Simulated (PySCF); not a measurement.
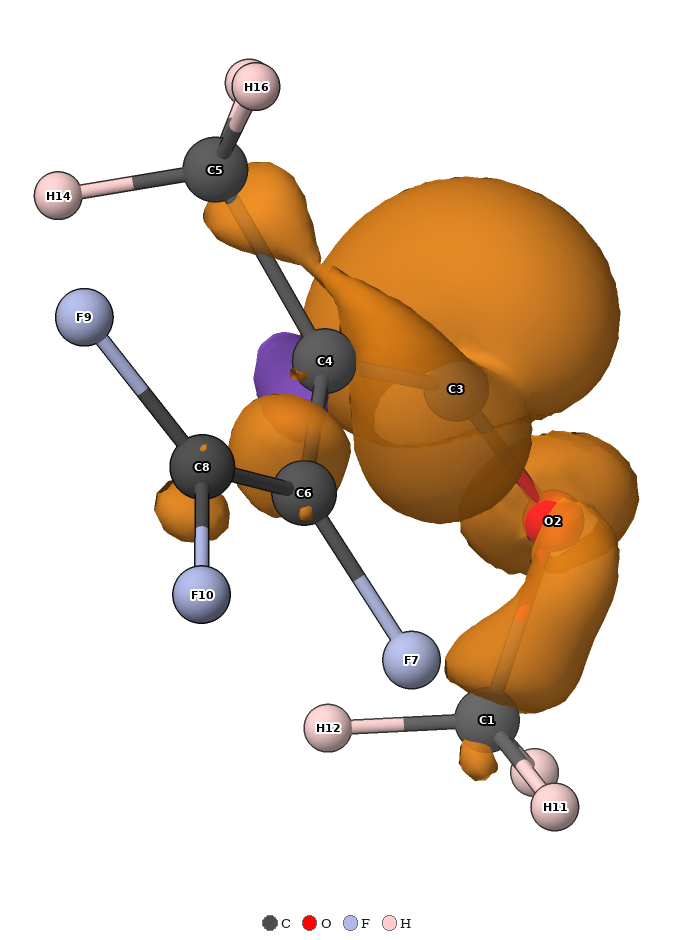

Figure 1: C₆H₆F₃O (SMILES CO/[C]=C(/C)C(F)=C(F)F) (doublet). Isosurfaces of the spin density (α minus β) at +0.03 (orange) and −0.03 e/Å³ (purple), seen at an oblique angle.

Geometry: GFN2-xTB.

These are results of UKS B3LYP, pcH-1 on C F H O, non-relativistic, mean-field spin-orbit, GIAO (PySCF 2.14.0, density-fitted response routines), not measurements.

```xyz
16

C     2.6366    0.0748    0.7534
O     1.9502   -1.1586    0.4743
C     0.6731   -1.2325    0.3869
C    -0.4257   -0.5221    0.1185
C    -1.7669   -1.0503    0.5596
C    -0.4265    0.6269   -0.7707
F     0.7855    1.0464   -1.2144
C    -1.4718    1.2885   -1.2892
F    -2.7518    1.0792   -0.9984
F    -1.3549    2.2955   -2.1534
H     2.9457    0.5324   -0.1868
H     1.9924    0.7615    1.3034
H     3.5116   -0.1865    1.3459
H    -2.2985   -0.2976    1.1379
H    -1.6220   -1.9318    1.1761
H    -2.3845   -1.3167   -0.2955
```

Question: Describe the spin distribution.

Answer: The unpaired spin (1 electron) lies mostly on C3 (about 0.7), O2 (about 0.1) and C4 (about 0.1), in electrons by Hirshfeld's partition.
